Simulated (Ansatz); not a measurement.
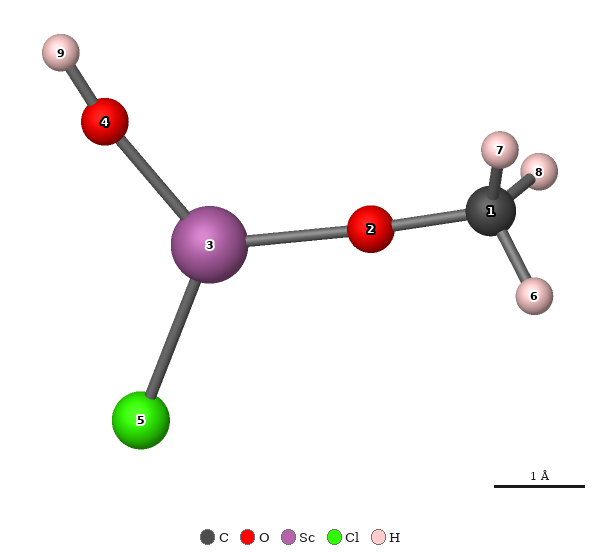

**Figure 1.** The structure as given in the input (ball-and-stick view, seen at a tilt; atoms are numbered from 1 in the order of the input). Sticks mark near contacts. Bond lengths as drawn: Cl–Sc 2.33 Å, C–H 1.10 Å, C–O 1.39 Å, H–O 0.95 Å and O–Sc 1.84 to 1.85 Å.

## Run report: CH₄ClO₂Sc, single-point calculation

System: CH₄ClO₂Sc.
Method: RKS PBE0-D4/def2-TZVPP (Ansatz 0.2.0).

The geometry comes from this level: PBE0-D4/def2-TZVP.

Output:
```
Functional definition: PBE0
  name "PBE0"
  cite "Adamo & Barone, J. Chem. Phys. 110, 6158 (1999) doi:10.1063/1.478522"
  cite "Perdew, Burke & Ernzerhof, Phys. Rev. Lett. 77, 3865 (1996) doi:10.1103/PhysRevLett.77.3865"
  parent pbe
  parameter a = 0.25
  parameter kappa = 0.804
  parameter beta = 0.06672455060314922
  exchange = (1 - a)*pbe_x(kappa = kappa, mu = beta*pi^2/3) + a*exact_x
  correlation = pbe_c(beta = beta)
1585 factors; their error is unknown
mean field evaluation 1: about -38399.4114 eV, gradient 8.5e1 eV
mean field evaluation 2: about -38242.4038 eV, gradient 3.0e2 eV
mean field evaluation 4: about -38411.6517 eV, gradient 1.5e1 eV
mean field evaluation 8: about -38412.0940 eV, gradient 9.5e-2 eV
mean field evaluation 16: about -38412.2277 eV, gradient 5.2e-5 eV
mean field -38412.22767750 eV, -1411.6233304050 hartree, gradient 5.2e-5 eV, S^2 0.000000; 0 other end points of the search recorded, 0 dependent functions left out
reference -38412.22772195 eV, -1411.6233320386 hartree; 32, 32 occupied and 223, 223 virtual orbitals, 1585 factors
Total energy: -38412.36548265 eV, -1411.6283946508 hartree
```

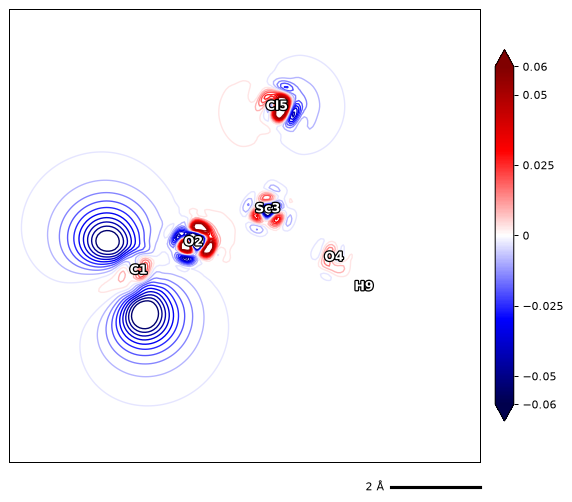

**Figure 2.** One frontier orbital on the plane of atoms O2, Sc3 and O4 (values in Å⁻³ᐟ²; the overall sign is arbitrary). The HOMO−1, at −8.39 eV. It lies mainly on O2 (50 %), C1 (15 %), Sc3 (10 %), Cl5 (10 %) and H8 (10 %).

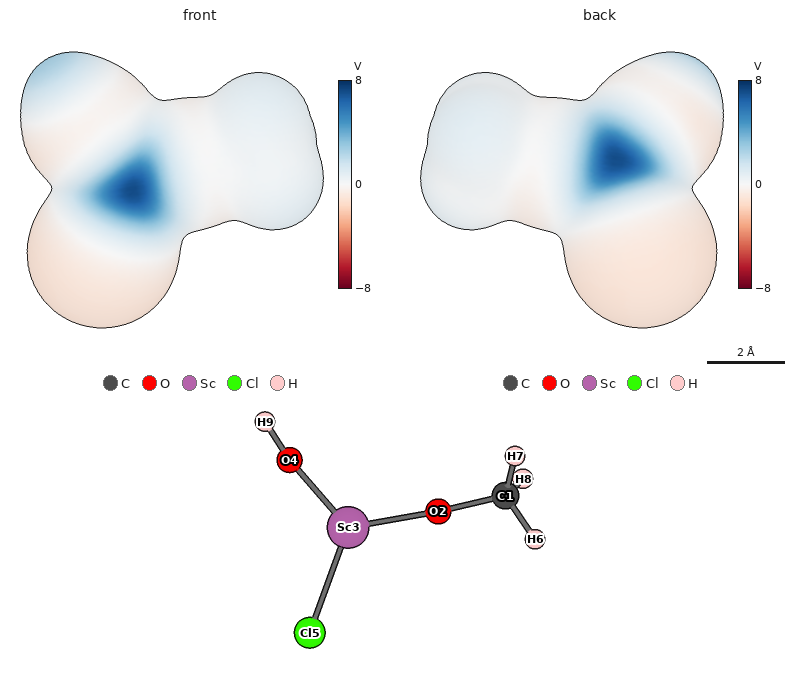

**Figure 3.** The electrostatic potential painted on the density surface at 0.002 e/bohr³, seen at a tilt and from behind; red is negative and blue positive. The bare structure is drawn below in the same view. A positive charge is drawn to the negative regions and a negative charge to the positive ones.

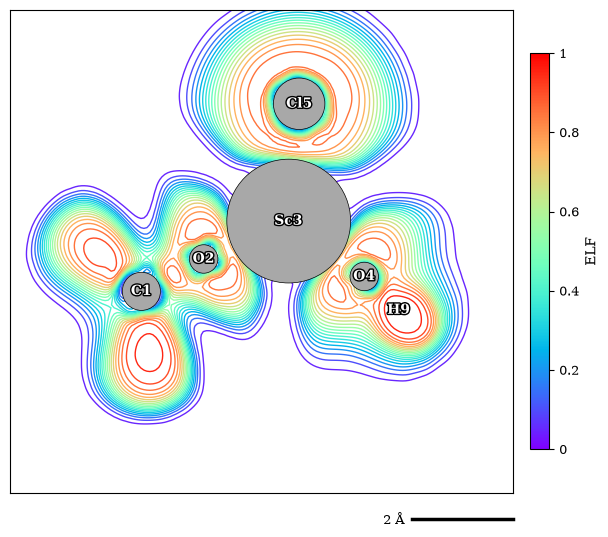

**Figure 4.** ELF on the plane of atoms O4, Sc3 and Cl5. Grey discs, where drawn, cover atomic cores. Atoms in the plane: C, O, Sc, Cl and H. C–O (1.39 Å): the ELF peaks at about 0.90 between the atoms (a polar covalent bond). Sc–O (1.84 Å): the ELF peaks at about 0.80 in the valence shell of O, 0.5 Å from its nucleus, and drops to about 0.15 between the two atoms. Sc–Cl (2.33 Å): the ELF peaks at about 0.85 in the valence shell of Cl, 0.8 Å from its nucleus, and is about 0.35 at the midpoint.

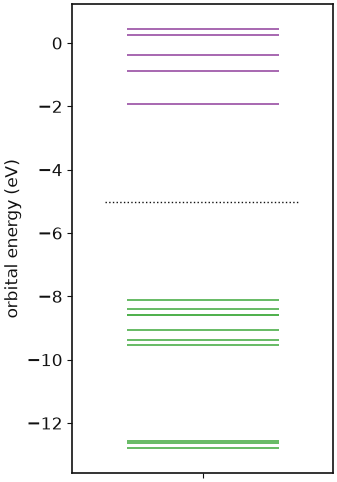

**Figure 5.** Orbital energies near the frontier; the dotted line parts filled from empty levels, and levels within 0.02 eV of each other stand side by side. Highest filled −8.10 eV, lowest empty −1.93 eV, 6.17 eV apart.

This output came from the following input.

The input:
```yaml
crystal:
  periodic: [false, false, false]
  atoms:
    - {symbol: C, position_ang: [1.008378, 1.195998, 0.964298]}
    - {symbol: O, position_ang: [0.226208, 0.460846, 0.084158]}
    - {symbol: Sc, position_ang: [-0.797109, -0.602729, -1.017363]}
    - {symbol: O, position_ang: [-1.220711, -2.328018, -0.493420]}
    - {symbol: Cl, position_ang: [-1.524972, 0.250618, -3.058926]}
    - {symbol: H, position_ang: [1.662191, 1.885519, 0.418668]}
    - {symbol: H, position_ang: [1.635591, 0.537608, 1.576338]}
    - {symbol: H, position_ang: [0.379198, 1.788387, 1.638269]}
    - {symbol: H, position_ang: [-1.368764, -3.188240, -0.112013]}
basis:
  gaussian: {orbitals: def2-TZVPP}
hamiltonian: {xc: pbe0, dispersion: d4}
output: {orbitals: {seedname: orbitals}}
```

Run as:
```bash
ansatz run in.yaml --threads 4 --pin off --events-out ev --progress --plain --max-ram 10444MiB
```

Results in brief:

```csv
quantity,value
outcome,converged
total energy,−38412.3655 eV
mean-field energy,−38412.2277 eV
dispersion energy,−0.1378 eV
SCF solution under orbital rotations,stable
HOMO,−8.10 eV
LUMO,−1.93 eV
hardware,"4 threads of Intel Xeon @ 2.80GHz, 23 GiB of memory available, shared host"
wall time,4.4 s (CPU time 15 s)
peak memory,0.73 GiB
```
